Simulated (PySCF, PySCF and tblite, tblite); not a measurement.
**C7H10N2: conformers and averaged spectra**

Aim: find the conformers of C7H10N2 (`[H]/N=C\C(=C\C#C)N(C)C`), weigh them, and average their properties.

Programs: PySCF 2.14.0 with density-fitted response routines of our own, and tblite 0.8.0. All values are computed, except where a source is named. Atoms count from 0 throughout.

## (1) The starting structure

19 atoms, charge 0, multiplicity 1; geometry from: MMFF94s geometry.

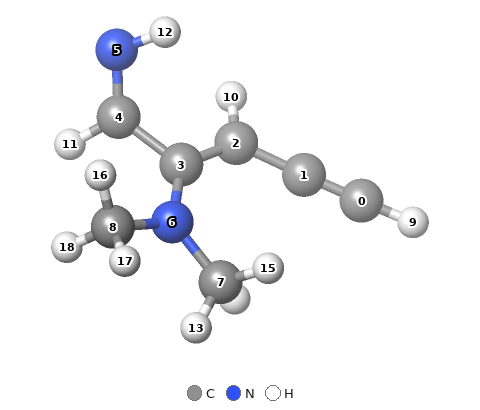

The starting geometry (carbon grey, nitrogen blue, hydrogen white), atoms numbered.

## (2) GFN2-xTB relaxation, conformer 1

The job: settings as JSON, then the geometry in Å.

```
{"job": {"xc": "GFN2-xTB", "basis": "xTB", "kind": "relax"}, "charge": 0, "multiplicity": 1}
C     -0.922900     3.257600     0.182700
C     -1.175100     2.099700     0.010000
C     -1.487300     0.720800    -0.168900
C     -0.621800    -0.291300    -0.173600
C     -1.320800    -1.616800    -0.363000
N     -2.288200    -2.088700     0.346200
N      0.772700    -0.325200    -0.050600
C      1.623000     0.858200    -0.196600
C      1.502700    -1.572300     0.239300
H     -0.727000     4.293500     0.335000
H     -2.559500     0.524900    -0.320500
H     -0.932500    -2.224500    -1.203900
H     -2.505900    -1.436300     1.122500
H      2.667200     0.579300    -0.383000
H      1.302300     1.460400    -1.061400
H      1.582700     1.467500     0.717700
H      0.944300    -2.200300     0.941600
H      2.468800    -1.374100     0.701800
H      1.667500    -2.123100    -0.682700
```

Run with:

```bash
$ OMP_NUM_THREADS=1 python ens_run.py task.json out
```

One launch serves the whole session.

Output:

```text
step      E/eV     max force
  0    -701.86816    2.364
  1    -701.93082    3.004
  2    -701.99317    2.163
  3    -702.03070    1.304
  4    -702.06110    0.475
  5    -702.08635    0.399
  6    -702.09918    0.521
  7    -702.10787    0.234
  8    -702.11673    0.276
  9    -702.12376    0.232
 10    -702.12866    0.200
 11    -702.13357    0.197
 12    -702.13913    0.254
 13    -702.14492    0.247
 14    -702.15009    0.152
 15    -702.15459    0.152
 16    -702.15858    0.127
 17    -702.16140    0.111
 18    -702.16282    0.081
 19    -702.16367    0.076
 20    -702.16473    0.112
 21    -702.16639    0.161
 22    -702.16846    0.157
 23    -702.17046    0.128
 24    -702.17229    0.138
 25    -702.17446    0.132
 26    -702.17749    0.185
 27    -702.18086    0.165
 28    -702.18359    0.129
 29    -702.18573    0.103
 30    -702.18808    0.137
 31    -702.19102    0.146
 32    -702.19369    0.127
 33    -702.19541    0.103
 34    -702.19659    0.093
 35    -702.19772    0.090
 36    -702.19881    0.080
 37    -702.19958    0.061
 38    -702.20006    0.064
 39    -702.20052    0.051
 40    -702.20099    0.045
 41    -702.20132    0.037
 42    -702.20132    0.037
 43    -702.20146    0.035
 44    -702.20192    0.078
 45    -702.20198    0.176
 46    -702.20226    0.065
 47    -702.20263    0.103
 48    -702.20306    0.153
 49    -702.20358    0.095
 50    -702.20396    0.056
 51    -702.20428    0.064
 52    -702.20463    0.086
 53    -702.20504    0.072
 54    -702.20545    0.050
 55    -702.20576    0.047
 56    -702.20598    0.043
 57    -702.20623    0.041
 58    -702.20657    0.050
 59    -702.20697    0.047
 60    -702.20732    0.047
 61    -702.20759    0.042
 62    -702.20786    0.043
 63    -702.20827    0.054
 64    -702.20876    0.057
 65    -702.20922    0.049
 66    -702.20960    0.047
 67    -702.21004    0.054
 68    -702.21067    0.062
 69    -702.21148    0.073
 70    -702.21226    0.061
 71    -702.21279    0.049
 72    -702.21313    0.037
 73    -702.21342    0.035
 74    -702.21371    0.037
 75    -702.21394    0.049
 76    -702.21413    0.048
 77    -702.21436    0.043
 78    -702.21467    0.046
 79    -702.21529    0.071
 80    -702.21566    0.087
 81    -702.21635    0.087
 82    -702.21710    0.070
 83    -702.21795    0.067
 84    -702.21854    0.064
 85    -702.21892    0.050
 86    -702.21920    0.038
 87    -702.21945    0.033
 88    -702.21963    0.035
 89    -702.21979    0.036
 90    -702.21994    0.027
 91    -702.22019    0.027
 92    -702.22037    0.027
 93    -702.22057    0.028
 94    -702.22073    0.032
 95    -702.22091    0.039
 96    -702.22113    0.042
 97    -702.22138    0.037
 98    -702.22160    0.031
 99    -702.22178    0.025
100    -702.22192    0.029
101    -702.22206    0.033
102    -702.22224    0.035
103    -702.22246    0.044
104    -702.22273    0.052
105    -702.22309    0.047
106    -702.22352    0.051
107    -702.22395    0.055
108    -702.22448    0.055
109    -702.22512    0.065
110    -702.22574    0.147
111    -702.22636    0.129
112    -702.22686    0.059
113    -702.22666    0.135
114    -702.22760    0.054
115    -702.22784    0.034
116    -702.22819    0.024
117    -702.22844    0.039
118    -702.22857    0.027
119    -702.22869    0.018
120    -702.22878    0.016
121    -702.22885    0.014
122    -702.22889    0.013
123    -702.22891    0.011
124    -702.22894    0.011
125    -702.22896    0.011
126    -702.22898    0.010
127    -702.22900    0.009
128    -702.22902    0.010
129    -702.22904    0.009
130    -702.22906    0.009
131    -702.22909    0.012
132    -702.22911    0.014
133    -702.22915    0.014
134    -702.22919    0.015
135    -702.22924    0.014
136    -702.22929    0.011
137    -702.22932    0.011
138    -702.22934    0.009
139    -702.22935    0.007
140    -702.22937    0.010
141    -702.22938    0.010
142    -702.22939    0.006
143    -702.22940    0.005
144    -702.22940    0.004
145    -702.22941    0.004
146    -702.22941    0.004
147    -702.22941    0.003
```

Wall time 1.5 s (1 thread of Arm Neoverse N1, shared host).

Gain 0.361 eV; displacement 0.40 Å root mean square.

GFN2-xTB relaxation, conformer 2:

The job: settings as JSON, then the geometry in Å.

```
{"job": {"xc": "GFN2-xTB", "basis": "xTB", "kind": "relax"}, "charge": 0, "multiplicity": 1}
C      0.915600    -2.923500    -1.514000
C      0.636800    -1.748300    -1.608700
C      0.347600    -0.372800    -1.731300
C      0.019000     0.455600    -0.722500
C     -0.207500     1.866200    -1.153200
N     -0.933300     2.730300    -0.523800
N     -0.149200     0.167600     0.642000
C     -0.694000    -1.093700     1.134800
C      0.423300     1.014700     1.693700
H      1.140700    -3.957200    -1.433200
H      0.401100     0.014400    -2.750300
H      0.261000     2.168900    -2.109200
H     -1.325200     2.252800     0.310600
H      0.102100    -1.830300     1.290300
H     -1.224200    -0.940400     2.085200
H     -1.436000    -1.510400     0.441800
H      1.032500     0.424900     2.380800
H     -0.383700     1.485100     2.270500
H      1.063600     1.805200     1.289100
```

Output:

```text
step      E/eV     max force
  0    -701.93134    2.197
  1    -701.99213    1.740
  2    -702.03163    1.152
  3    -702.04839    1.321
  4    -702.08264    0.546
  5    -702.10454    0.494
  6    -702.11612    0.480
  7    -702.12677    0.222
  8    -702.13351    0.218
  9    -702.13768    0.169
 10    -702.14110    0.172
 11    -702.14512    0.175
 12    -702.15002    0.193
 13    -702.15526    0.214
 14    -702.16006    0.211
 15    -702.16414    0.157
 16    -702.16756    0.115
 17    -702.17018    0.107
 18    -702.17203    0.088
 19    -702.17374    0.118
 20    -702.17590    0.126
 21    -702.17861    0.125
 22    -702.18134    0.124
 23    -702.18355    0.114
 24    -702.18526    0.110
 25    -702.18703    0.112
 26    -702.18914    0.113
 27    -702.19103    0.097
 28    -702.19249    0.074
 29    -702.19374    0.080
 30    -702.19507    0.093
 31    -702.19673    0.103
 32    -702.19847    0.093
 33    -702.20002    0.084
 34    -702.20138    0.094
 35    -702.20267    0.090
 36    -702.20399    0.087
 37    -702.20518    0.065
 38    -702.20605    0.067
 39    -702.20662    0.058
 40    -702.20711    0.059
 41    -702.20767    0.058
 42    -702.20819    0.066
 43    -702.20863    0.065
 44    -702.20904    0.056
 45    -702.20949    0.046
 46    -702.21001    0.055
 47    -702.21037    0.056
 48    -702.21070    0.049
 49    -702.21100    0.036
 50    -702.21100    0.036
 51    -702.21115    0.034
 52    -702.21135    0.195
 53    -702.21156    0.110
 54    -702.21168    0.047
 55    -702.21181    0.034
 56    -702.21196    0.061
 57    -702.21208    0.037
 58    -702.21218    0.026
 59    -702.21228    0.029
 60    -702.21238    0.035
 61    -702.21248    0.029
 62    -702.21260    0.027
 63    -702.21273    0.026
 64    -702.21285    0.026
 65    -702.21295    0.033
 66    -702.21308    0.034
 67    -702.21322    0.026
 68    -702.21335    0.024
 69    -702.21345    0.023
 70    -702.21354    0.027
 71    -702.21367    0.033
 72    -702.21383    0.034
 73    -702.21397    0.026
 74    -702.21405    0.025
 75    -702.21412    0.022
 76    -702.21420    0.023
 77    -702.21431    0.028
 78    -702.21441    0.021
 79    -702.21449    0.017
 80    -702.21455    0.023
 81    -702.21462    0.027
 82    -702.21469    0.023
 83    -702.21475    0.018
 84    -702.21482    0.026
 85    -702.21492    0.028
 86    -702.21501    0.024
 87    -702.21508    0.017
 88    -702.21512    0.013
 89    -702.21514    0.015
 90    -702.21518    0.017
 91    -702.21521    0.013
 92    -702.21525    0.012
 93    -702.21527    0.013
 94    -702.21531    0.017
 95    -702.21536    0.020
 96    -702.21540    0.015
 97    -702.21544    0.012
 98    -702.21546    0.012
 99    -702.21549    0.013
100    -702.21552    0.012
101    -702.21554    0.010
102    -702.21555    0.009
103    -702.21556    0.008
104    -702.21557    0.008
105    -702.21558    0.009
106    -702.21559    0.009
107    -702.21560    0.008
108    -702.21561    0.008
109    -702.21562    0.009
110    -702.21563    0.009
111    -702.21564    0.009
112    -702.21565    0.009
113    -702.21566    0.010
114    -702.21568    0.009
115    -702.21569    0.007
116    -702.21569    0.007
117    -702.21570    0.006
118    -702.21571    0.006
119    -702.21571    0.024
120    -702.21571    0.005
121    -702.21571    0.007
122    -702.21572    0.010
123    -702.21572    0.007
124    -702.21573    0.005
125    -702.21573    0.005
126    -702.21573    0.006
127    -702.21574    0.008
128    -702.21575    0.007
129    -702.21576    0.007
130    -702.21577    0.007
131    -702.21578    0.008
132    -702.21579    0.009
133    -702.21580    0.012
134    -702.21582    0.012
135    -702.21583    0.009
136    -702.21584    0.007
137    -702.21585    0.007
138    -702.21585    0.004
139    -702.21586    0.003
```

Run time: 1.4 s. Hardware: 1 thread of Arm Neoverse N1, shared host.

Gain 0.285 eV; displacement 0.24 Å root mean square.

## (3) Shieldings, conformer 1: B97-2/6-31G*

The job: settings as JSON, then the geometry in Å.

```
{"job": {"xc": "B97-2", "basis": "6-31G*", "kind": "nmr", "pop": true}, "charge": 0, "multiplicity": 1}
C     -0.780747     3.224932     0.364506
C     -1.000225     2.057759     0.165994
C     -1.387668     0.723752    -0.011215
C     -0.607782    -0.380177    -0.147769
C     -1.288067    -1.679667    -0.298076
N     -2.398926    -2.048757     0.165531
N      0.760868    -0.414372    -0.298690
C      1.509904     0.800323    -0.496083
C      1.518520    -1.460012     0.350206
H     -0.546301     4.233567     0.528871
H     -2.462076     0.581704    -0.049902
H     -0.765629    -2.411372    -0.910118
H     -2.873116    -1.356262     0.746127
H      2.477697     0.537769    -0.926504
H      0.979919     1.447613    -1.190825
H      1.680943     1.350496     0.436783
H      0.883295    -2.310072     0.585950
H      1.963894    -1.096825     1.285436
H      2.325694    -1.791149    -0.307685
```

Output:

```text
coarse grid: 15928 points
cycle   1  E = -382.0106282553  dE =  1.321e+00  |g| = 5.223e-01  |ddm| = 4.545e+00
cycle   2  E = -381.9394627873  dE =  7.117e-02  |g| = 7.608e-01  |ddm| = 1.502e+00
cycle   3  E = -382.0727169022  dE = -1.333e-01  |g| = 1.979e-01  |ddm| = 9.835e-01
cycle   4  E = -382.0827119349  dE = -9.995e-03  |g| = 3.832e-02  |ddm| = 2.494e-01
cycle   5  E = -382.0829123594  dE = -2.004e-04  |g| = 2.688e-02  |ddm| = 5.911e-02
cycle   6  E = -382.0830828474  dE = -1.705e-04  |g| = 5.929e-03  |ddm| = 2.883e-02
cycle   7  E = -382.0830909378  dE = -8.090e-06  |g| = 2.581e-03  |ddm| = 7.556e-03
final grid: 154160 points
cycle   8  E = -381.9973820871  dE = -5.250e-05  |g| = 6.431e-03  |ddm| = 5.541e-02
cycle   9  E = -381.9973538615  dE =  2.823e-05  |g| = 1.242e-02  |ddm| = 1.840e-02
cycle  10  E = -381.9973919933  dE = -3.813e-05  |g| = 1.707e-03  |ddm| = 1.266e-02
cycle  11  E = -381.9973927167  dE = -7.234e-07  |g| = 4.150e-04  |ddm| = 1.835e-03
cycle  12  E = -381.9973927508  dE = -3.411e-08  |g| = 1.935e-04  |ddm| = 5.685e-04
cycle  13  E = -381.9973927594  dE = -8.629e-09  |g| = 5.992e-05  |ddm| = 2.254e-04
cycle  14  E = -381.9973927603  dE = -8.768e-10  |g| = 1.748e-05  |ddm| = 8.110e-05
converged SCF energy = -381.9973927603

GIAO shielding tensors (ppm)
atom      isotropic    diamagn.    paramagn.     s11        s22        s33       span
  0 C      116.005     286.697    -170.692     62.901     83.131    201.983    139.082
  1 C      120.772     241.677    -120.906     33.539     39.011    289.765    256.226
  2 C      115.217     266.425    -151.208     53.089    119.824    172.739    119.650
  3 C       51.914     251.171    -199.256    -38.284     55.992    138.036    176.319
  4 C       39.888     254.182    -214.294    -62.559     50.861    131.361    193.920
  5 N      -46.566     325.477    -372.042   -359.303    -38.770    258.376    617.678
  6 N      195.584     322.567    -126.983    147.567    206.752    232.433     84.867
  7 C      154.171     249.607     -95.435    139.154    141.912    181.448     42.294
  8 C      154.937     247.893     -92.956    135.921    137.685    191.206     55.285
  9 H       29.934      34.175      -4.242     26.305     26.967     36.529     10.225
 10 H       27.957      29.880      -1.923     23.563     29.196     31.113      7.551
 11 H       24.587      29.028      -4.440     21.390     23.415     28.958      7.568
 12 H       21.537      33.091     -11.554     11.428     25.025     28.158     16.730
 13 H       30.023      31.626      -1.603     25.806     28.890     35.373      9.567
 14 H       28.537      32.065      -3.528     23.640     28.793     33.179      9.539
 15 H       29.143      32.524      -3.381     24.841     28.509     34.079      9.238
 16 H       29.605      30.496      -0.891     25.041     29.533     34.241      9.200
 17 H       29.847      30.503      -0.656     25.875     27.920     35.746      9.871
 18 H       29.915      30.459      -0.543     26.187     27.668     35.891      9.704
```

It took 34 s on 1 thread of Arm Neoverse N1, shared host; peak memory 0.74 GiB.

Key values: HOMO -5.41 eV, LUMO -1.24 eV; dipole 2.90 D.

[end of part 1 of 2]
